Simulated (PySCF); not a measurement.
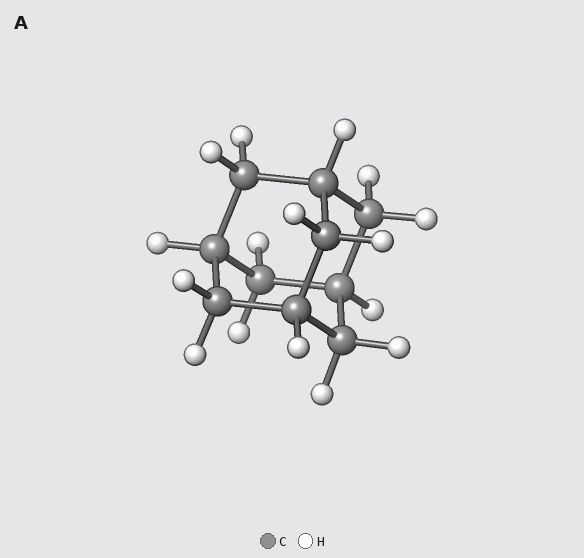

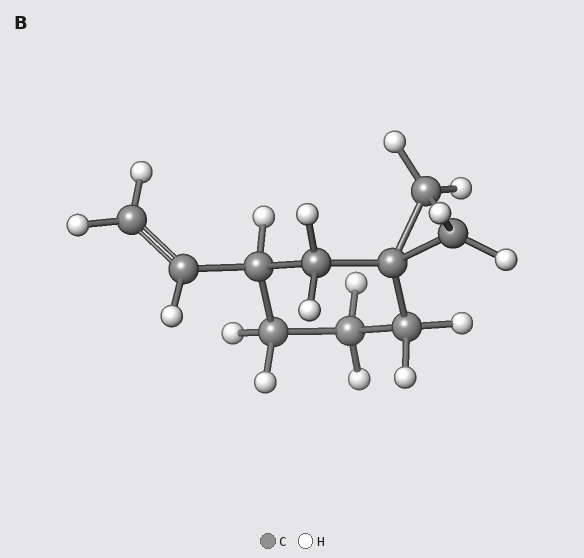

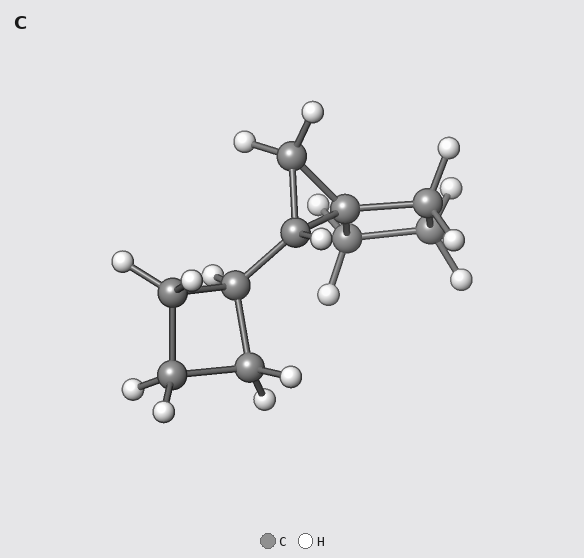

3 stationary structures of one formula. Geometries: PBE0-D3(BJ)/def2-SVP. Electronic energies: PBE0-D3(BJ)/def2-SVP (PySCF 2.14.0), without zero-point energy. No frequency run is at hand to confirm each as a minimum. Each is one conformer, not always the lowest.

Are they conformers, stereoisomers or constitutional isomers?

They are constitutional isomers of C10H16: A `C1C2CC3CC1CC(C2)C3`, B `C=C[C@@H]1CCCC2(CC2)C1`, C `C1CC([C@@H]2CC23CCC3)C1`.

Which structure is the most stable?

A is lowest; B lies 2.284 eV above it, C lies 3.362 eV above it.
